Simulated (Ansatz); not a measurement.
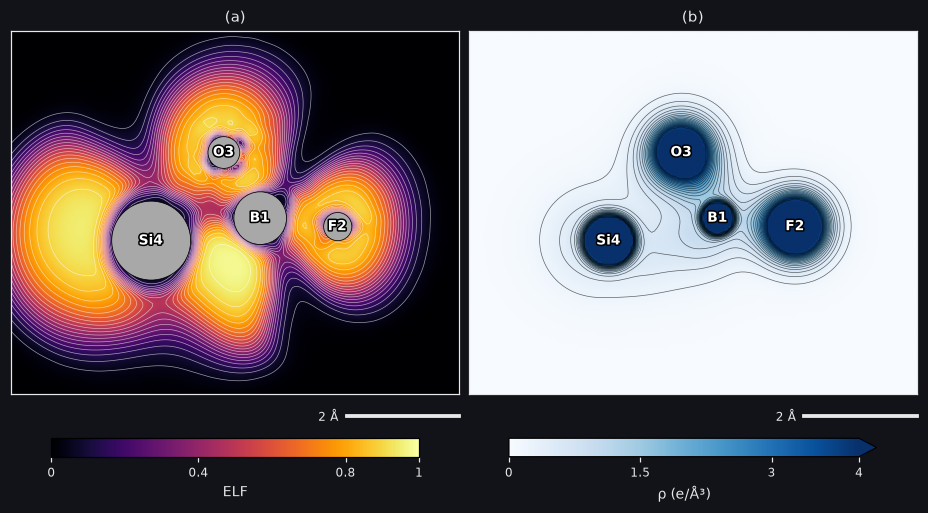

The picture shows: BFHOSi (charge −1). (a) ELF; (b) electron density on the plane of atoms F2, B1 and O3. Grey discs cover the atomic cores in the ELF map.

Geometry: PBE-D3(BJ)/def2-SVPD.

Method: Ansatz 0.2.0, isolated molecule in a Gaussian basis; Kohn-Sham density functional theory, functional PBE0.

```yaml
atoms:
  - { symbol: B, position_ang: [-1.6892, 1.1115, -0.5671] }
  - { symbol: F, position_ang: [-2.5909, 2.1348, -0.3375] }
  - { symbol: O, position_ang: [-0.4018, 1.2752, -0.8574] }
  - { symbol: Si, position_ang: [-0.8908, -0.6869, -0.7322] }
  - { symbol: H, position_ang: [-1.2576, -0.8470, -2.2525] }
```

Interpret the plot.

Answer.
- The plane passes through B, F, O and Si nuclei.
- B–O (1.33 Å): the density is about 2.3 e/Å³ at the midpoint; the ELF peaks at about 0.90 between the atoms: a short, strongly polar bond.
- B–F (1.38 Å): ρ at the midpoint is about 1.9 e/Å³; the ELF peaks at about 0.85 between the atoms (a polar covalent bond).
- Si–B (1.97 Å): ρ is about 0.65 e/Å³ halfway; the ELF peaks at about 0.75 between the atoms: a covalent bond.
- The ELF also peaks beside F2, Si4 and O3, away from the bonds: lone-pair regions.
